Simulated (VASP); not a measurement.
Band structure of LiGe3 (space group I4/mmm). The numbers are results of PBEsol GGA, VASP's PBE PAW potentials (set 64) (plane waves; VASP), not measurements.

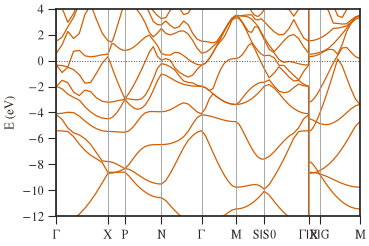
Fig. 1. Bands along high-symmetry lines, zero at the valence-band maximum or, without a gap, the Fermi level

Question: Read the plot: is there a gap, and where are the band edges?

Answer: It has no gap at this level: it comes out as a metal or semimetal. (Edges off the drawn lines would not show.)

The structure comes from a computed database's LiGe3 entry (I4/mmm); how it stands against other phases isn't given here. It was relaxed first, which changed the volume by -6 %. The electron count is odd and the run is not spin-polarised, which forces a metal.
